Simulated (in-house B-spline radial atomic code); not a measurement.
# RPA and GW calculation, with input and output: Cd¹²⁺

System: Cd¹²⁺, configuration [Ar] 3d10 4s2 4p6.
Method: RPA, second-order and SOSEX correlation energies and G0W0 (contour deformation) on a non-relativistic mean field, all electrons, B-spline basis (in-house B-spline radial atomic code).

### Input file
```
Z = 48
electrons = 36.0
configuration = [Ar] 3d10 4s2 4p6
hamiltonian = nr
method = bhandhlyp
lmax = 9
spin_polarised = False
box_radius = 5.84
intervals = 49
```

Hardware: 1 CPU thread, shared host.

The run was one of a batch that the task file lists, launched with:
```bash
python <driver script> task.json out
```

The program writes its results to a structured record and prints no log; tables and figures of this report are taken from that record.

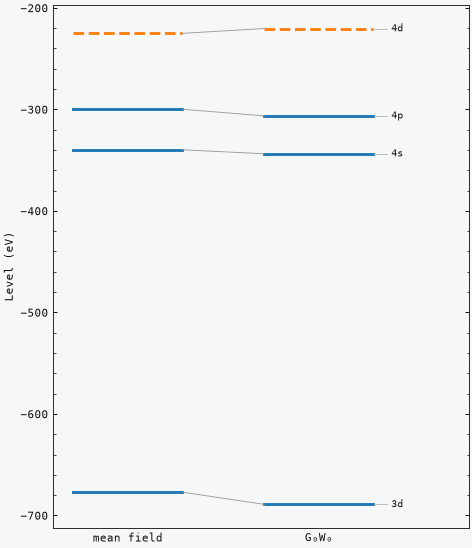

Figure 1. Mean-field and G₀W₀ levels (solid occupied, dashed empty) for Cd¹²⁺ ([Ar] 3d¹⁰ 4s² 4p⁶). All-electron spherical atom, non-relativistic, BHandHLYP start, no spin-orbit coupling, Breit or QED terms; computed with a B-spline radial code. The quasi-particle equation is solved at full frequency; levels of low quasi-particle weight Z are left out. Σ columns are in eV, and Σc holds an estimate for the angular momenta beyond the basis. G₀W₀ moves the highest occupied level, 4p, from −299.86 to −306.41 eV (renormalisation factor Z = 0.97). The empty level 4d goes from −225.11 to −220.32 eV.

| Level | Mean field (eV) | Σx − vxc (eV) | Σc (eV) | Z | G₀W₀ (eV) |
| --- | --- | --- | --- | --- | --- |
| 4d | −225.11 | 7.53 | −2.74 | 0.98 | −220.32 |
| 4p | −299.86 | −5.48 | −1.06 | 0.97 | −306.41 |
| 4s | −339.79 | −9.47 | 5.54 | 0.88 | −343.72 |
| 3d | −677.08 | −17.84 | 5.79 | 0.96 | −689.13 |

### Summary

- outcome: converged
- mean-field total energy: −5421.30724 hartree
- total energy with exact exchange alone: −5419.40525 hartree
- exact exchange energy: −140.27732 hartree
- RPA correlation, extrapolated in the angular momentum of the empty orbitals: −2.72908 hartree
- RPA correlation, as summed: −2.69254 hartree
- direct second-order term: −2.99367 hartree
- second-order exchange term: 0.85516 hartree
- SOSEX term: 0.81001 hartree
- wall time: 1.2 s

### Notes

Relativity is left out, which matters for an atom this heavy. Caveats: relativity is absent.
